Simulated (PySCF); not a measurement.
# C6H11Ga: electronic excitations

Wanted: the electronic excitations of C6H11Ga (`C#[C][GaH][C](C)(C)C`), by calculation.

Computed with PySCF 2.14.0, with density-fitted response routines of our own, on a single molecule in the gas phase. Atoms are numbered from 0 throughout.

## 1. The molecule as given

18 atoms, charge 0, multiplicity 1; geometry from: GFN2-xTB.

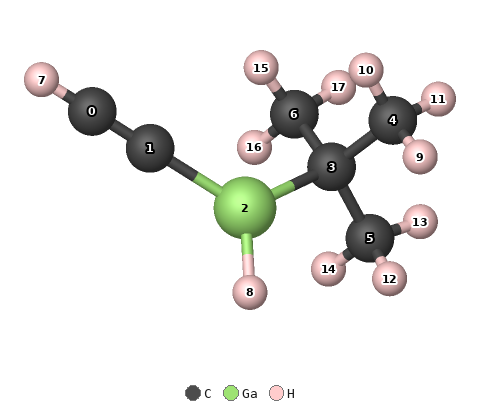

As it starts; carbon dark grey, gallium green, hydrogen pink, atoms numbered; sticks join atoms by distance.

## 2. Excited states and response: CAM-B3LYP/def2-SVPD

Job settings and geometry (Å):

```
{"job": {"kind": "uv", "xc": "CAM-B3LYP", "basis": "def2-SVPD", "nstates": 8, "ntriplets": 3}, "charge": 0, "multiplicity": 1}
C      3.275714     2.322230     0.150590
C      2.511054     1.549815    -0.379573
Ga     1.251837     0.289210    -1.235036
C     -0.516835    -0.356734    -0.355636
C     -1.667963     0.597671    -0.690283
C     -0.819386    -1.741661    -0.928927
C     -0.328181    -0.409164     1.159909
H      3.949169     2.996104     0.606285
H      1.712651    -0.231171    -2.673073
H     -1.819922     0.654183    -1.770534
H     -1.452948     1.601783    -0.317969
H     -2.597858     0.254086    -0.231290
H     -0.824917    -1.703366    -2.022808
H     -1.793692    -2.103001    -0.594700
H     -0.057546    -2.460854    -0.618498
H      0.008904     0.562731     1.530797
H      0.423869    -1.153873     1.429673
H     -1.262710    -0.661674     1.664657
```

Level: TDDFT CAM-B3LYP/def2-SVPD, vertical, gas phase, core orbitals frozen in the response.

Launch:

```
> OMP_NUM_THREADS=1 python probes_run.py task.json out
```

The driver reads the jobs from task.json and runs them one after another.

Predict these results of the whole session: lowest singlet (CAM-B3LYP/def2-SVPD); brightest single state of those computed; lowest triplet.

The runs gave:

| quantity | value |
| --- | --- |
| lowest singlet (CAM-B3LYP/def2-SVPD) | 4.18 eV (296 nm), f = 0.000 |
| brightest single state of those computed | state 5, 6.59 eV, f = 0.062 |
| lowest triplet | 3.88 eV |

In words: The lowest singlet, at 4.18 eV, is HOMO→LUMO 0.97 and is dark; of the 8 states computed, the strongest absorption comes from states 5 to 6 together at 6.59 eV. The lowest triplet lies 0.30 eV below the lowest singlet (triplets in Tamm-Dancoff, singlets in full TDDFT).
